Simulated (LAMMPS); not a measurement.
Consider a melt made from Al (fcc) with 90 % of Al sites Co, 4000 atoms, at 2360 K and 0 GPa, brought to that temperature within a few picoseconds in molecular dynamics.

Level of theory: classical MD, pair style eam/alloy, file CoAl.eam.alloy (LAMMPS).

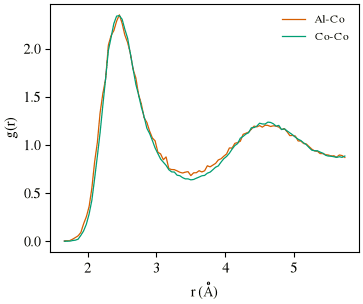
*g(r) against r (Å)*

Main features:
- state found: liquid
- first peak of g(r), Al-Co: 2.45 Å, height 2.3
- coordination number of Al by Co: 11.4 (counted to 3.46 Å)
- coordination number of Co by Al: 1.27 (counted to 3.46 Å)
- first peak of g(r), Co-Co: 2.45 Å, height 2.3

Caution: a run this short can hold a crystal over, or a liquid under, the potential's melting point.
